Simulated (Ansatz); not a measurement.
# Run report: GaNH₆, geometry relaxation (part 2 of 2)

GaNH₆; RKS PBE0/def2-SVP (Ansatz 0.2.0). The input holds or restrains some coordinates. It belongs to a series of runs on one base structure; here: pulled along the bonds that form and break, towards end B.

Geometry of the input (Å):
```
Ga 0.0000  0.0000  0.0000
N  0.0000  0.0000  2.2800
H  -0.8770  -0.2713  2.8100
H  0.8770  0.2713  2.8100
H  1.3596  0.0000  -0.7850
H  -1.3596  0.0000  -0.7850
H  -0.2339  1.7591  0.5897
H  -0.1834  1.3794  1.5756
```

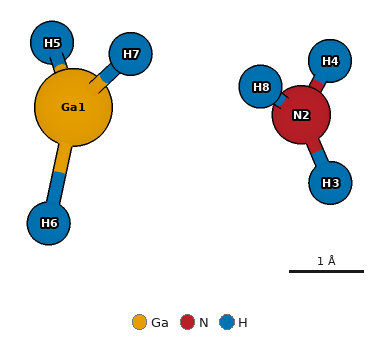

Figure 1. The geometry at step 5 of the log (ball-and-stick view, seen at a tilt; atoms are numbered from 1 in the order of the input).

```
mean field -53948.30703968 eV, -1982.5637162323 hartree, gradient 1.2e-5 eV, S^2 0.000000; 1 other end points of the search recorded, 0 dependent functions left out
the calculation of the forces begins
reference -53948.30707000 eV, -1982.5637173466 hartree; 22, 22 occupied and 54, 54 virtual orbitals, 833 factors
Total energy: -53948.30707000 eV, -1982.5637173466 hartree
Atom 0 at    -0.051894     0.429876    -0.571663 Å, force    -0.008708    -0.133342     0.364235 eV/Å
Atom 1 at    -0.032383     0.129696     2.528273 Å, force    -0.074140     0.545256    -0.713746 eV/Å
Atom 2 at    -0.837644    -0.021653     3.134248 Å, force     0.046959     0.027264    -0.053841 eV/Å
Atom 3 at     0.802469     0.130442     3.112144 Å, force    -0.043364     0.036780    -0.041228 eV/Å
Atom 4 at     1.366839    -0.025367    -1.074656 Å, force    -0.029444    -0.007725     0.035462 eV/Å
Atom 5 at    -1.364170    -0.285110    -1.063349 Å, force     0.039954     0.000259     0.030441 eV/Å
Atom 6 at    -0.173770     1.711211     0.335702 Å, force    -0.013838     0.222277    -0.256641 eV/Å
Atom 7 at    -0.126748     1.069405     2.094601 Å, force     0.082580    -0.690766     0.635319 eV/Å
Dipole moment:    -0.011509     0.165437     0.413509 e Å
```

**Trajectory as extended XYZ (Å, eV, eV/Å), 8 frames, from step=1 to step=8**
```
8
Properties=species:S:1:pos:R:3:forces:R:3 step=1 energy=-53946.52328
Ga    0.0000    0.0000    0.0000   -0.0690   1.3882   1.6493
N     0.0000    0.0000    2.2800   -0.2969   1.4795  -1.3740
H    -0.8770   -0.2713    2.8100    1.8569   0.3736  -0.4162
H     0.8770    0.2713    2.8100   -1.6312  -0.9977  -0.4533
H     1.3596    0.0000   -0.7850    0.1243  -0.2976   0.4110
H    -1.3596    0.0000   -0.7850   -0.1411  -0.5156   0.3894
H    -0.2339    1.7591    0.5897    0.2201   0.0453   0.6683
H    -0.1834    1.3794    1.5756   -0.0630  -1.4758  -0.8744
8
Properties=species:S:1:pos:R:3:forces:R:3 step=2 energy=-53946.69450
Ga   -0.0070    0.0714   -0.1265   -0.0212   2.3012   1.5156
N    -0.0150    0.0760    2.3746   -0.5401   3.2759  -4.1328
H    -0.8716   -0.2711    2.8220    0.9091   0.3375   0.4937
H     0.8775    0.2670    2.8240   -0.4234  -0.7246   0.7499
H     1.3673   -0.0022   -0.7867    0.6209  -0.5243   0.1049
H    -1.3690   -0.0044   -0.7877   -0.8198  -0.8399  -0.0586
H    -0.2303    1.7486    0.4520    0.3504  -0.5321   0.0544
H    -0.1693    1.2532    1.7236   -0.0759  -3.2938   1.2730
8
Properties=species:S:1:pos:R:3:forces:R:3 step=3 energy=-53947.47688
Ga   -0.0121    0.1584   -0.2663    0.0215   2.4459   1.3722
N    -0.0295    0.1614    2.4517   -0.6426   2.9342  -4.1807
H    -0.8685   -0.2659    2.8355    0.6405   0.2771   0.5974
H     0.8846    0.2604    2.8442    0.2082  -0.7264   1.1216
H     1.3820   -0.0123   -0.7895    0.9491  -0.6809  -0.1399
H    -1.3880   -0.0200   -0.7940   -1.2510  -1.0726  -0.3734
H    -0.2212    1.7252    0.3380    0.3615  -0.4339  -0.2349
H    -0.1646    1.1314    1.8757   -0.2871  -2.7434   1.8376
8
Properties=species:S:1:pos:R:3:forces:R:3 step=4 energy=-53947.87729
Ga   -0.0146    0.2740   -0.4228   -0.1368   1.3927   0.9861
N    -0.0460    0.2213    2.5325    0.8999   0.8043  -2.0599
H    -0.8582   -0.2617    2.8610    0.1090  -0.1731   0.6958
H     0.9030    0.2364    2.8870   -0.5161  -0.7069   0.6569
H     1.4216   -0.0407   -0.8020    0.5092  -0.5681  -0.1940
H    -1.4384   -0.0665   -0.8151   -0.5923  -0.8949  -0.3392
H    -0.2010    1.7048    0.2668    0.2595   0.2121  -0.1067
H    -0.1837    1.0709    1.9880   -0.5324  -0.0660   0.3608
8
Properties=species:S:1:pos:R:3:forces:R:3 step=5 energy=-53947.99216
Ga   -0.0315    0.4339   -0.5327   -0.1104  -0.5960   0.5704
N    -0.0327    0.2086    2.5576   -0.9523   1.3623  -2.5753
H    -0.8405   -0.2652    2.9445    0.4886   0.1990   0.3317
H     0.8824    0.2006    2.9431    0.4554  -0.3665   0.8282
H     1.4843   -0.1154   -0.8451   -0.9801   0.1998  -0.0158
H    -1.5155   -0.2081   -0.8794    1.0480   0.1911   0.0099
H    -0.1502    1.7862    0.2798    0.0761   0.2556  -0.2961
H    -0.2137    1.0978    2.0275   -0.0253  -1.2454   1.1470
8
Properties=species:S:1:pos:R:3:forces:R:3 step=6 energy=-53948.23516
Ga   -0.0526    0.4822   -0.5440    0.0614  -0.5190   0.2641
N    -0.0025    0.0960    2.5387   -0.0729   0.5520  -1.6935
H    -0.8351   -0.1295    3.0690    0.0087   0.1758   0.1423
H     0.8068    0.2513    3.1212    0.0702   0.0047   0.2917
H     1.3705   -0.0848   -0.9516   -0.2358   0.1167  -0.0083
H    -1.4086   -0.2334   -0.9490    0.2138   0.0918   0.0022
H    -0.1494    1.8197    0.2751    0.0090   0.2183  -0.1109
H    -0.1465    0.9370    1.9360   -0.0543  -0.6402   1.1124
8
Properties=species:S:1:pos:R:3:forces:R:3 step=7 energy=-53948.27950
Ga   -0.0502    0.4466   -0.5789    0.0526  -0.0685   0.6785
N    -0.0043    0.1141    2.5048   -0.1045   1.3899  -0.8917
H    -0.8211   -0.1262    3.0706    0.1502   0.1256  -0.0992
H     0.7989    0.2112    3.1346   -0.2534  -0.0626  -0.1918
H     1.3519   -0.0774   -1.0195    0.0945  -0.0210  -0.0978
H    -1.3823   -0.2472   -0.9992   -0.1144  -0.0734  -0.0923
H    -0.1406    1.7455    0.3139   -0.0069   0.2213  -0.2970
H    -0.1698    1.0720    2.0690    0.1818  -1.5113   0.9912
8
Properties=species:S:1:pos:R:3:forces:R:3 step=8 energy=-53948.30704
Ga   -0.0519    0.4299   -0.5717   -0.0087  -0.1333   0.3642
N    -0.0324    0.1297    2.5283   -0.0741   0.5453  -0.7137
H    -0.8376   -0.0217    3.1342    0.0470   0.0273  -0.0538
H     0.8025    0.1304    3.1121   -0.0434   0.0368  -0.0412
H     1.3668   -0.0254   -1.0747   -0.0294  -0.0077   0.0355
H    -1.3642   -0.2851   -1.0633    0.0400   0.0003   0.0304
H    -0.1738    1.7112    0.3357   -0.0138   0.2223  -0.2566
H    -0.1267    1.0694    2.0946    0.0826  -0.6908   0.6353
```

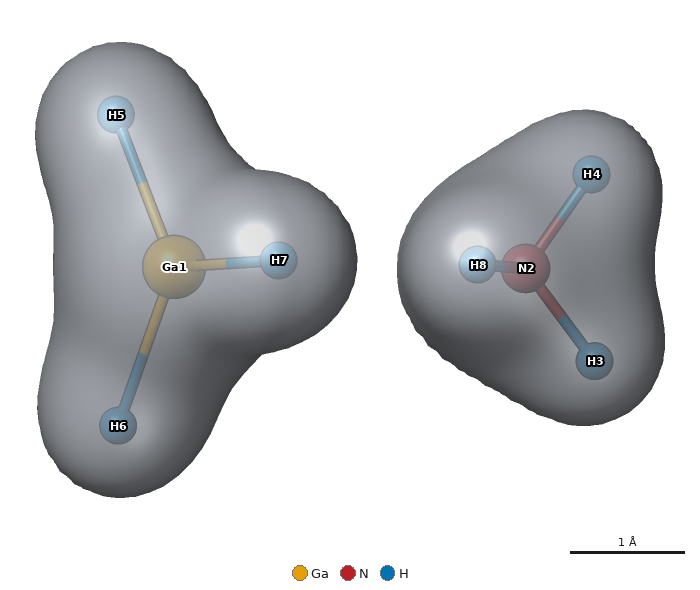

Figure 2. Isosurface of the electron density at 0.2 e/Å³ (grey), seen face on. At this value the surface falls into two separate pieces. It is pinched off along the Ga···N (3.11 Å) contacts. On the grid the lowest density along these lines, outside the cores, is 0.07 e/Å³ (Ga···N, 3.11 Å), 2.2 e/Å³ (N–H, 1.02 Å) and 0.77 e/Å³ (Ga–H, 1.57 Å).

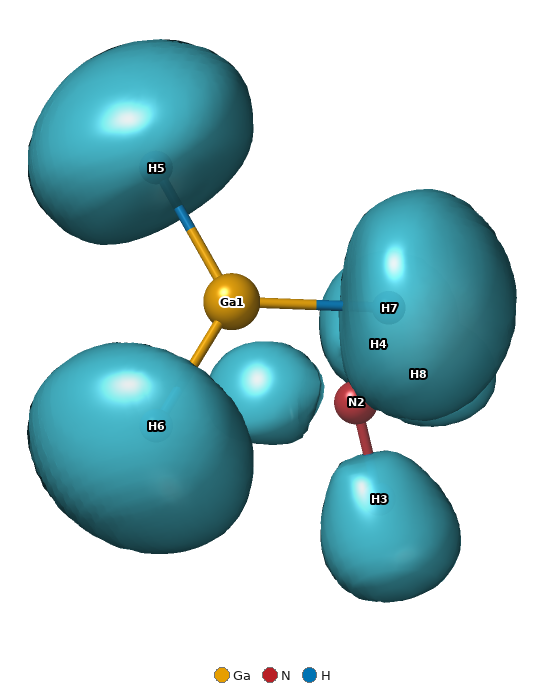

Figure 3. Isosurface of the electron localisation function at 0.9 (cyan), seen at an oblique angle. Core shells and regions of very low density are left out. Along the contacts the grid gives the following. Ga1···N2 (3.11 Å): the ELF is only about 0.05 between them.

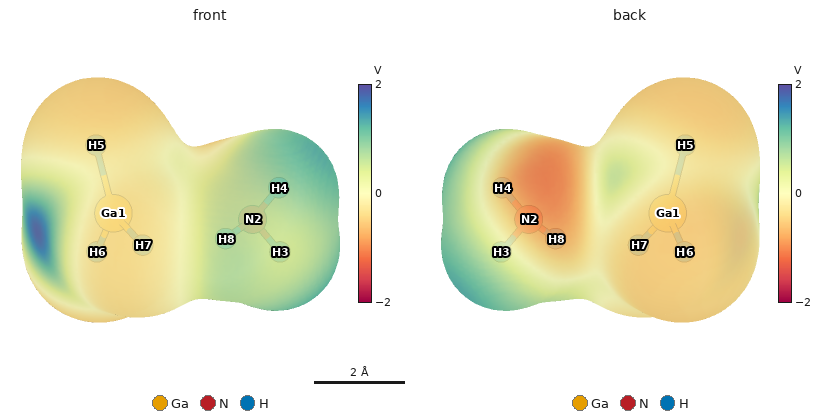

Figure 4. The molecular electrostatic potential painted on the density surface at 0.001 e/bohr³, seen at a tilt and from behind; the colour scale runs from red (negative) to blue (positive).

**Summary**

```json
{"quantity": "outcome", "value": "converged under the restraints of the input"}
{"quantity": "total energy", "value": "−53948.3071 eV"}
{"quantity": "mean-field energy", "value": "−53948.3071 eV"}
{"quantity": "largest force (length of the vector) at the end, held atoms and coordinates included", "value": "0.942 eV/Å"}
{"quantity": "hardware", "value": "2 threads of Arm Neoverse V1, 24 GiB of memory available, shared host"}
{"quantity": "wall time", "value": "12 s (CPU time 23 s)"}
{"quantity": "peak memory", "value": "0.17 GiB"}
```
